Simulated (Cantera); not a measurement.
Input: 1 mol SiCl₄, 16 mol N₂O, at 0.160 bar.

Equilibrium computed with Cantera from the NASA thermochemical tables; the gas is ideal and each condensed phase is pure. Candidate condensed phases: Si, SiO₂, Si₂N₂O, Si₃N₄; 23 gas species. The tables hold silica as quartz up to 1696 K and as liquid above; real silica turns to tridymite and cristobalite and melts near 1996 K. Rates play no part.

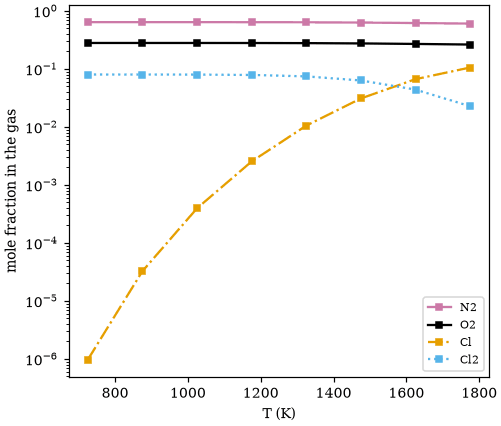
Figure: Equilibrium gas composition (values under 1e-9 drawn at 1e-9)

At 725 K the condensed part is SiO₂(α-quartz). From 875 K to 1625 K the condensed part is SiO₂(β-quartz). At 1775 K the condensed part is SiO₂(condensed).
